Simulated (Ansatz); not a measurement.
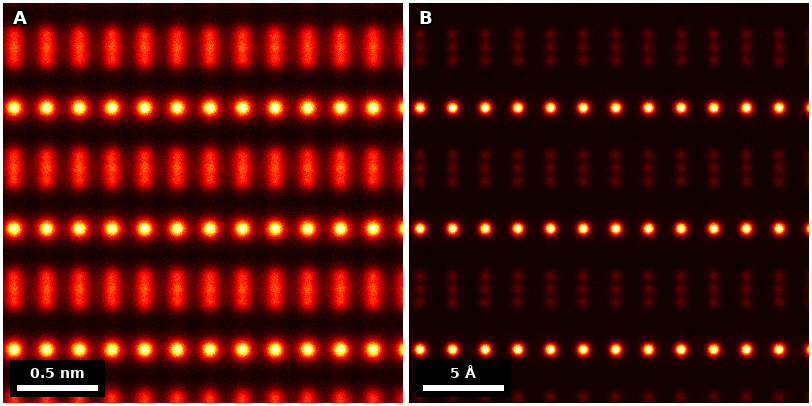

Two simulated images of the same area of CsSi₃ (P-3m1, No. 164) along [210], with a probe of 0.56 Å. One is incoherent Z contrast (Z^1.7 per atom), the other the projected potential of neutral atoms blurred by the probe (iDPC-like, thin sample). Brightness is counted from the darkest point of the image. Shot noise was added. Model: the geometry relaxed with Ansatz 0.2.0, DFT PBE, scalar-relativistic, plane waves, PAW; the starting structure was generated, so it need not be a known form of this composition.

Question: Which panel is which, and how can one tell?

Answer: B is the Z-contrast image and A the potential image. The columns of 1 Si per repeat reach about 10 % of the brightest peak (1 Cs) in B but about 43 % in A, mainly since the potential grows much more slowly with atomic number.
